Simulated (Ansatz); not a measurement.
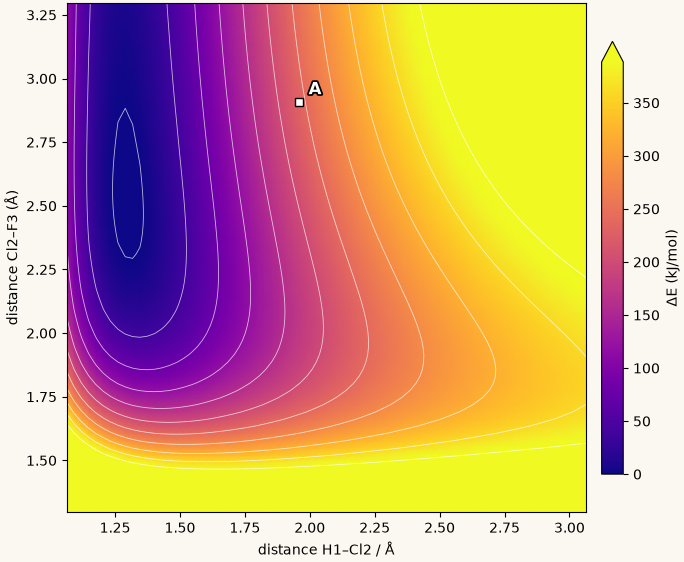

The system H⁻ + ClF. 
- First axis: distance H1–Cl2. Second axis: distance Cl2–F3.
- Nothing is relaxed (the angle H1–Cl2–F3 is fixed at 180 degrees).
- The grid has 14 × 14 points.
- Points are written as (first, second).
- All energies are given in kJ/mol relative to the lowest grid point.
- The reference is spin-restricted, so regions where a bond is pulled apart into radicals lie too high.
- Computed with Ansatz 0.2.0, RKS CAM-B3LYP-D4/aug-cc-pVTZ.

Drawn: a smooth colour map with a few white contour lines, one colour for all values above the top of the scale, the point A. Between grid points the surface is interpolated.

Which way does the force act at A, and how strong is it?

A, at (1.958 Å, 2.906 Å), is not a stationary point. The computed force is 370 kJ/mol for each Å towards smaller values of distance H1–Cl2 and 63 kJ/mol for each Å towards smaller values of distance Cl2–F3.
